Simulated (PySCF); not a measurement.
**One shape, several levels: C2H6O2S (SMILES CC[SH](=O)=O)**

Wanted: a comparison of 5 runs (B3LYP/6-31G*, TPSSh/6-31G**, CCSD(T)/6-31G*, CCSD(T)/6-31G**) of C2H6O2S. 

Program for the calculation: PySCF 2.14.0.

**1. The system as given**

C2H6O2S: 11 atoms, total charge 0, spin state singlet. As SMILES, `CC[SH](=O)=O`. The shape is that of a GFN2-xTB optimisation. This is one conformer, not always the lowest.

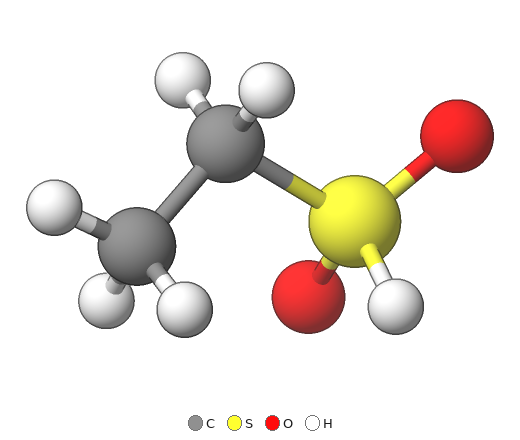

Viewed from a chosen angle; carbon grey, sulfur yellow, oxygen red, hydrogen white.

**2. Energy and forces at B3LYP/6-31G(d) (spherical functions) (run 1)**

The input, job.py:

```python
import pyscf.grad
from pyscf import gto, dft

mol = gto.M(
    atom='''
C     -0.519490    -0.513560     1.097320
C      0.328580     0.540640     0.431800
S      0.258210     0.210080    -1.343730
O     -1.099120     0.215000    -1.796700
O      1.235660     0.977070    -2.054860
H     -0.557100    -0.372670     2.174830
H     -0.116940    -1.503660     0.891970
H     -1.530450    -0.464810     0.699990
H      1.376420     0.498570     0.714050
H     -0.057990     1.545300     0.580490
H      0.682230    -1.131950    -1.395160
''',
    basis='6-31g*',
    spin=0,
    max_memory=1860,
    verbose=4,
)

ks = dft.RKS(mol)
ks.xc = 'b3lyp'
ks.conv_tol = 1e-10
ks.grids.level = 5
ks.kernel()
if not ks.converged:
    ks = ks.newton().run(ks.mo_coeff, ks.mo_occ)

e_final = ks.e_tot
print('E = %.10f Eh' % e_final)
grad = ks.Gradients().kernel()
dip = ks.dip_moment()
pop, q = ks.mulliken_pop()
```

Started as:

```sh
$ OMP_NUM_THREADS=1 python job.py
```

Standard output:

```text
PySCF version 2.14.0

[... 83 lines left out ...]
converged SCF energy = -628.371071906038
[... 13 lines left out ...]
Dipole moment(X, Y, Z, Debye):  0.64818, -1.56975,  4.08857
[... 98 lines left out ...]
charge of   10H =      0.01807
```

Wall time 62 s (1 thread of Intel Xeon at 2.50GHz (Skylake/Cascade Lake), shared host); peak memory 0.85 GiB.

**3. Energy and gradient at B3LYP/6-31G(d) (Cartesian functions) (run 2)**

The input, geometry.xyz:

```xyz
11
C2H6O2S
C     -0.519490    -0.513560     1.097320
C      0.328580     0.540640     0.431800
S      0.258210     0.210080    -1.343730
O     -1.099120     0.215000    -1.796700
O      1.235660     0.977070    -2.054860
H     -0.557100    -0.372670     2.174830
H     -0.116940    -1.503660     0.891970
H     -1.530450    -0.464810     0.699990
H      1.376420     0.498570     0.714050
H     -0.057990     1.545300     0.580490
H      0.682230    -1.131950    -1.395160
```

The input, job.py:

```python
import pyscf.grad
from pyscf import gto, dft

molecule = gto.M(
    atom='geometry.xyz',
    spin=0,
    max_memory=1860,
    verbose=3,
    cart=True,
    basis='6-31g*',
)

mf = dft.RKS(molecule)
mf.xc = 'b3lyp'
mf.conv_tol = 1e-10
mf.grids.level = 5
mf.kernel()
if not mf.converged:
    mf = mf.newton().run(mf.mo_coeff, mf.mo_occ)

energy = mf.e_tot
print('E = %.10f Eh' % energy)
grad = mf.Gradients().kernel()
mf.analyze()
```

Started as:

```sh
$ OMP_NUM_THREADS=1 python job.py
```

Standard output:

```text
converged SCF energy = -628.378105880908
[... 12 lines left out ...]
MO #3   energy= -19.1435283725934  occ= 2
[... 10 lines left out ...]
MO #14  energy= -0.637334588184579 occ= 2
[... 10 lines left out ...]
MO #25  energy= -0.299839944561089 occ= 2
[... 10 lines left out ...]
MO #36  energy= 0.332437816068156  occ= 0
[... 10 lines left out ...]
MO #47  energy= 0.772550870276118  occ= 0
[... 10 lines left out ...]
MO #58  energy= 1.04971521779262   occ= 0
[... 10 lines left out ...]
MO #69  energy= 1.79291745381948   occ= 0
[... 10 lines left out ...]
MO #80  energy= 2.22990791599487   occ= 0
[... 10 lines left out ...]
MO #91  energy= 4.34047025141485   occ= 0
[... 12 lines left out ...]
Dipole moment(X, Y, Z, Debye):  0.64516, -1.57024,  4.08853
```

Wall time 75 s (1 thread of Intel Xeon at 2.50GHz (Skylake/Cascade Lake), shared host); peak memory 0.9 GiB.

Runs 3 to 4 aren't shown in full; the table further down has their settings and results.

**4. A single-point energy at CCSD(T)/6-31G(d,p) (spherical functions) (run 5)**

The input, input.py:

```python
from pyscf import gto, scf, cc

mol = gto.M(
    atom='''
C     -0.519490    -0.513560     1.097320
C      0.328580     0.540640     0.431800
S      0.258210     0.210080    -1.343730
O     -1.099120     0.215000    -1.796700
O      1.235660     0.977070    -2.054860
H     -0.557100    -0.372670     2.174830
H     -0.116940    -1.503660     0.891970
H     -1.530450    -0.464810     0.699990
H      1.376420     0.498570     0.714050
H     -0.057990     1.545300     0.580490
H      0.682230    -1.131950    -1.395160
''',
    charge=0,
    max_memory=1860,
    verbose=3,
    spin=0,
    basis='6-31g**',
)

mf = scf.RHF(mol)
mf.conv_tol = 1e-10
mf.kernel()
if not mf.converged:
    mf = mf.newton().run(mf.mo_coeff, mf.mo_occ)

mycc = cc.CCSD(mf, frozen=9)
mycc.kernel()
e_t = mycc.ccsd_t()
e_tot = mycc.e_tot + e_t
print('Final energy', e_tot)
dip = mf.dip_moment()
pop, q = mf.mulliken_pop()
```

Started as:

```sh
$ OMP_NUM_THREADS=1 python input.py
```

Standard output:

```text
converged SCF energy = -626.377757051099
[... 2 lines left out ...]
Final energy -627.2280472579246
Dipole moment(X, Y, Z, Debye):  0.80223, -1.93855,  4.67570
[... 116 lines left out ...]
charge of   10H =     -0.01824
```

Wall time 2 min (1 thread of Intel Xeon at 2.50GHz (Skylake/Cascade Lake), shared host); peak memory 0.79 GiB.

**5. All runs side by side**

| run | level | Cartesian functions | task | energy (Eh) | dipole moment (D) of the reference | HOMO energy (eV) | LUMO energy (eV) | wall time |
| --- | --- | --- | --- | --- | --- | --- | --- | --- |
| 1 | B3LYP/6-31G* (spherical functions) | no | gradient | -628.371072 | 4.43 | -8.15 | 0.91 | 62 s |
| 2 | B3LYP/6-31G* (Cartesian functions) | yes | gradient | -628.378106 | 4.43 | -8.16 | 0.91 | 75 s |
| 3 | TPSSh/6-31G** (spherical functions) | no | gradient | -628.393072 | 4.34 | -7.61 | 0.81 | 2.5 min |
| 4 | CCSD(T)/6-31G* (spherical functions) | no | energy | -627.175614 | 5.10 | -12.08 | 5.03 | 46 s |
| 5 | CCSD(T)/6-31G** (spherical functions) | no | energy | -627.228047 | 5.12 | -12.07 | 5.06 | 2 min |

**6. Summary of results**

| quantity | value |
| --- | --- |
| run 5: total energy | -627.22805 Eh |
| run 5: dipole moment (Hartree–Fock density) | 5.12 D |
| run 5: HOMO energy (Hartree–Fock orbitals) | -12.07 eV |
| run 5: LUMO energy (Hartree–Fock orbitals) | 5.06 eV |
| run 5: HOMO–LUMO gap (Hartree–Fock orbitals) | 17.13 eV |
| run 5: correlation energy (9 core orbitals frozen) | -850.3 mEh |
| run 5: (T) correction | -24.46 mEh |
| run 5: T1 diagnostic | 0.015 |

Over runs 1, 2, 3 the dipole moment (its size) runs from 4.34 D (TPSSh/6-31G**) to 4.43 D (B3LYP/6-31G*). The two ends differ in method and basis. Over runs 1, 2, 3 the HOMO–LUMO gap runs from 8.42 eV (TPSSh/6-31G**) to 9.07 eV (B3LYP/6-31G*). Totals of different functionals can't be ranked against each other. All runs together took 7.6 min, the longest 2.5 min.
